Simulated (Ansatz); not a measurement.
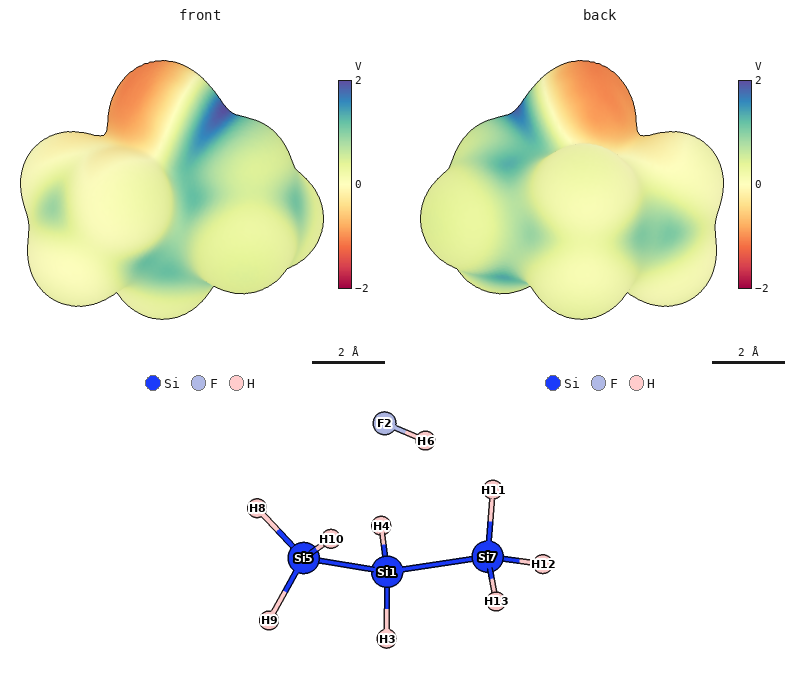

Figure 1: H₈Si₃···HF. The electrostatic potential painted on the density surface at 0.002 e/bohr³, seen from the front and from behind; red is negative and blue positive. The bare structure is drawn below in the same view.

The product side of a reaction path; geometry: PBE0-D4/def2-TZVP; a saddle point, not a minimum.

Theory: Ansatz 0.2.0, RKS PBE0-D4/def2-TZVPP.

```yaml
atoms:
  - { symbol: Si, position_ang: [-1.1346, -0.3786, -0.1883] }
  - { symbol: F, position_ang: [0.7159, 1.8473, 1.4751] }
  - { symbol: H, position_ang: [-1.9357, -1.4086, -0.9081] }
  - { symbol: H, position_ang: [-2.0738, 0.6125, 0.4011] }
  - { symbol: Si, position_ang: [0.2169, -1.3761, 1.4526] }
  - { symbol: H, position_ang: [0.9028, 1.9437, 0.5709] }
  - { symbol: Si, position_ang: [0.1936, 0.6960, -1.7868] }
  - { symbol: H, position_ang: [-0.1591, -0.9008, 2.8069] }
  - { symbol: H, position_ang: [0.0478, -2.8535, 1.3916] }
  - { symbol: H, position_ang: [1.6468, -1.0639, 1.1936] }
  - { symbol: H, position_ang: [1.0220, 1.7731, -1.1486] }
  - { symbol: H, position_ang: [-0.5991, 1.3607, -2.8538] }
  - { symbol: H, position_ang: [1.1565, -0.2518, -2.4061] }
```

### Which sites attract a positive test charge, and which a negative one?

A positive charge is drawn to the negative regions and a negative charge to the positive ones. The most negative region (about −1.0 V, or −23 kcal/mol for a unit charge) lies over F2, the most positive (about +1.8 V, or +42 kcal/mol for a unit charge) over H6.
